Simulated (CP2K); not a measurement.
**revPBE-D3(BJ)/TZV2P-MOLOPT-PBE-GTH (core potential) run of ZrO2 (zirconia)**

What is the energy change on altering one bond length of ZrO2 (zirconia) at revPBE-D3(BJ)/TZV2P-MOLOPT-PBE-GTH (core potential)? 

The results are computed with CP2K 2026.2.

## Step 1: The system as given

ZrO2: 3 atoms, total charge 0, spin state singlet. SMILES: `[O]=[Zr]=[O]`. The shape is that of a PBE0-D4/def2-TZVP optimisation.

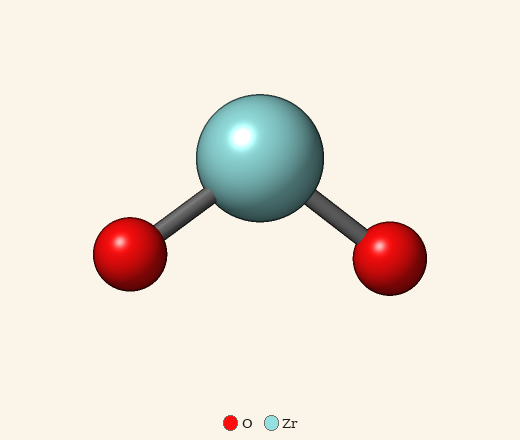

The structure, seen from a chosen angle (oxygen red, zirconium light teal).

## Step 2: The energy at revPBE-D3(BJ)/TZV2P-MOLOPT-PBE-GTH (core potential)

File mol.inp:

```
&global
    project_name mol
    run_type ENERGY
    print_level MEDIUM
&end global

&force_eval
    method QUICKSTEP
    &dft
        basis_set_file_name BASIS_MOLOPT_UZH
        potential_file_name POTENTIAL_UZH
        # Quickstep
        &qs
            method GPW
            eps_default 1.0E-10
        &end qs
        # plane-wave cutoff in Ry
        &mgrid
            cutoff 400
            rel_cutoff 50
            ngrids 4
        &end mgrid
        &poisson
            periodic NONE
            poisson_solver MULTIPOLE
        &end poisson
        &scf
            scf_guess ATOMIC
            eps_scf 1.0E-06
            max_scf 30
            &ot
                minimizer DIIS
                preconditioner FULL_SINGLE_INVERSE
            &end ot
            &outer_scf
                eps_scf 1.0E-06
                max_scf 10
            &end outer_scf
        &end scf
        &xc
            &xc_functional
                &pbe
                    parametrization REVPBE
                &end pbe
            &end xc_functional
            &vdw_potential
                potential_type PAIR_POTENTIAL
                &pair_potential
                    type DFTD3(BJ)
                    parameter_file_name dftd3.dat
                    reference_functional revPBE
                    r_cutoff 15
                &end pair_potential
            &end vdw_potential
        &end xc
        &print
            &moments
                periodic F
                reference COM
                max_moment 1
            &end moments
            &mo_cubes
                nlumo 5
                nhomo -1
                write_cube F
            &end mo_cubes
            &hirshfeld OFF
            &end hirshfeld
        &end print
    &end dft
    # structure
    &subsys
        # box in angstrom
        &cell
            abc 8.7 9 8.1
            periodic NONE
        &end cell
        &coord
            O      5.178750     5.511650     4.614250
            Zr     4.872750     3.777450     4.577650
            O      3.521250     3.488350     3.485750
        &end coord
        &kind O
            basis_set TZV2P-MOLOPT-PBE-GTH-q6
            potential GTH-PBE-q6
        &end kind
        &kind Zr
            basis_set TZV2P-MOLOPT-PBE-GTH-q12
            potential GTH-PBE-q12
        &end kind
    &end subsys
&end force_eval
```

The run is started by

```console
$ OMP_NUM_THREADS=1 cp2k.psmp mol.inp > mol.out
```

Standard output:

```text
CP2K| version string:                                       CP2K version 2026.2
[...]
 GLOBAL| Method name                                                        CP2K
[...]
 GLOBAL| Run type                                                         ENERGY
[...]
 DFT| Spin restricted Kohn-Sham (RKS) calculation                            RKS
 DFT| Multiplicity                                                             1
[...]
 DFT| Charge                                                                   0
[...]
 FUNCTIONAL| PBE:
[...]
 QS| Method:                                                                 GPW
[...]
 QS| Density cutoff [a.u.]:                                                200.0
[...]
 QS| Relative density cutoff [a.u.]:                                        25.0
[...]
                             - Atoms:                                          3
[...]
                             - Spherical basis functions:                    100
[...]
 Number of electrons:                                                         24
[...]
     1 OT DIIS     0.80E-01    0.8     0.18679851       -76.4442711603 -7.64E+01
[...]
    22 OT DIIS     0.80E-01    0.8     0.00000069       -78.7599142990 -3.83E-11
  *** SCF run converged in    22 steps ***
[...]
  Overlap energy of the core charge distribution:               0.00000002285257
  Self energy of the core charge distribution:               -168.25359430289052
  Core Hamiltonian energy:                                     42.87999452436776
  Hartree energy:                                              59.62170501931503
  Exchange-correlation energy:                                -13.00457924748177
  Dispersion energy:                                           -0.00344031512046
  Total energy:                                               -78.75991429895740
[...]
                     Mulliken Population Analysis
 #  Atom  Element  Kind  Atomic population                           Net charge
       1     O        1          6.600545                             -0.600545
       2     Zr       2         10.800049                              1.199951
       3     O        1          6.599406                             -0.599406
 # Total charge                             24.000000                 -0.000000
[...]
  Dipole moment [Debye]
    X=  0.3684083E+01 Y= -0.5113562E+01 Z=  0.3752639E+01  Total=      7.3350722
[...]
 HOMO - LUMO gap [eV] :    1.962509
 ENERGY| Total FORCE_EVAL ( QS ) energy [hartree]            -78.759914298957398
[...]
```

Wall time 45 s (1 thread of Arm Neoverse V1, shared host); peak memory 0.59 GiB.

## Step 3: The distorted shape at the same level

File molecule.xyz:

```xyz
3

O      0.700404     1.512654     0.393891
Zr     0.348500    -0.481700     0.351800
O     -1.003000    -0.770800    -0.740100
```

File molecule.inp:

```
&GLOBAL
    PROJECT_NAME molecule
    RUN_TYPE ENERGY
    PRINT_LEVEL MEDIUM
&END
&FORCE_EVAL
    METHOD QUICKSTEP
    &DFT
        BASIS_SET_FILE_NAME BASIS_MOLOPT_UZH
        POTENTIAL_FILE_NAME POTENTIAL_UZH
        CHARGE 0
        MULTIPLICITY 1
        # Quickstep
        &QS
            METHOD GPW
            EPS_DEFAULT 1.0E-10
        &END
        # plane-wave cutoff in Ry
        &MGRID
            CUTOFF 400
            REL_CUTOFF 50
            NGRIDS 4
        &END
        &POISSON
            PERIODIC NONE
            POISSON_SOLVER MULTIPOLE
        &END
        # self-consistent field
        &SCF
            SCF_GUESS ATOMIC
            EPS_SCF 1.0E-06
            MAX_SCF 40
            &OT ON
                MINIMIZER DIIS
                PRECONDITIONER FULL_SINGLE_INVERSE
            &END
            &OUTER_SCF
                EPS_SCF 1.0E-06
                MAX_SCF 10
            &END
        &END
        &XC
            &XC_FUNCTIONAL
                &PBE
                    PARAMETRIZATION REVPBE
                &END
            &END
            &VDW_POTENTIAL
                POTENTIAL_TYPE PAIR_POTENTIAL
                &PAIR_POTENTIAL
                    TYPE DFTD3(BJ)
                    PARAMETER_FILE_NAME dftd3.dat
                    REFERENCE_FUNCTIONAL revPBE
                    R_CUTOFF 15
                &END
            &END
        &END
        &PRINT
            &MOMENTS
                PERIODIC F
                REFERENCE COM
                MAX_MOMENT 1
            &END
            &MO_CUBES
                NLUMO 1
                NHOMO -1
                WRITE_CUBE F
            &END
            &HIRSHFELD OFF
            &END
        &END
    &END
    &SUBSYS
        &CELL
            ABC [angstrom] 8.7 9.3 8.1
            PERIODIC NONE
        &END
        &TOPOLOGY
            COORD_FILE_NAME molecule.xyz
            COORD_FILE_FORMAT XYZ
            &CENTER_COORDINATES
            &END
        &END
        &KIND O
            BASIS_SET TZV2P-MOLOPT-PBE-GTH-q6
            POTENTIAL GTH-PBE-q6
        &END
        &KIND Zr
            BASIS_SET TZV2P-MOLOPT-PBE-GTH-q12
            POTENTIAL GTH-PBE-q12
        &END
    &END
&END
```

The run is started by

```console
$ OMP_NUM_THREADS=1 cp2k.psmp molecule.inp > molecule.out
```

Standard output:

```text
CP2K| version string:                                       CP2K version 2026.2
[...]
 GLOBAL| Method name                                                        CP2K
[...]
 GLOBAL| Run type                                                         ENERGY
[...]
 DFT| Spin restricted Kohn-Sham (RKS) calculation                            RKS
 DFT| Multiplicity                                                             1
[...]
 DFT| Charge                                                                   0
[...]
 FUNCTIONAL| PBE:
[...]
 QS| Method:                                                                 GPW
[...]
 QS| Density cutoff [a.u.]:                                                200.0
[...]
 QS| Relative density cutoff [a.u.]:                                        25.0
[...]
                             - Atoms:                                          3
[...]
                             - Spherical basis functions:                    100
[...]
 Number of electrons:                                                         24
[...]
     1 OT DIIS     0.80E-01    0.8     0.18724448       -76.5182054755 -7.65E+01
[...]
    23 OT DIIS     0.80E-01    0.8     0.00000074       -78.7326580773 -2.85E-11
  *** SCF run converged in    23 steps ***
[...]
  Overlap energy of the core charge distribution:               0.00000001144538
  Self energy of the core charge distribution:               -168.25359430289052
  Core Hamiltonian energy:                                     42.42594721661241
  Hartree energy:                                              59.97136024370706
  Exchange-correlation energy:                                -12.87303464834862
  Dispersion energy:                                           -0.00333659784452
  Total energy:                                               -78.73265807731883
[...]
                     Mulliken Population Analysis
 #  Atom  Element  Kind  Atomic population                           Net charge
       1     O        1          6.709460                             -0.709460
       2     Zr       2         10.724528                              1.275472
       3     O        1          6.566012                             -0.566012
 # Total charge                             24.000000                  0.000000
[...]
  Dipole moment [Debye]
    X=  0.3065876E+01 Y= -0.6467739E+01 Z=  0.3409424E+01  Total=      7.9281410
[...]
 HOMO - LUMO gap [eV] :    1.290130
 ENERGY| Total FORCE_EVAL ( QS ) energy [hartree]            -78.732658077318831
[...]
```

Wall time 55 s (1 thread of Arm Neoverse V1, shared host); peak memory 0.6 GiB.

## Step 4: Outcome

Level: revPBE-D3(BJ)/TZV2P-MOLOPT-PBE-GTH (core potential).

| quantity | value |
| --- | --- |
| first shape: total energy | -78.75991 Eh |
| first shape: dipole moment | 7.34 D |
| first shape: HOMO energy | -5.20 eV |
| first shape: LUMO energy | -3.24 eV |
| first shape: HOMO–LUMO gap | 1.96 eV |
| first shape: dispersion energy | -9.03 kJ/mol |
| distorted shape: total energy | -78.73266 Eh |
| distorted shape: dipole moment | 7.93 D |
| distorted shape: HOMO energy | -4.92 eV |
| distorted shape: LUMO energy | -3.63 eV |
| distorted shape: HOMO–LUMO gap | 1.29 eV |
| distorted shape: dispersion energy | -8.76 kJ/mol |
| energy change with the O1–Zr2 bond stretched from 1.761 to 2.026 Å | 0.742 eV |

**Reading.** With the O1–Zr2 bond stretched from 1.761 to 2.026 Å the energy rises by 0.74 eV (17.1 kcal/mol). The first shape isn't relaxed at this level, so the change isn't measured from a minimum.
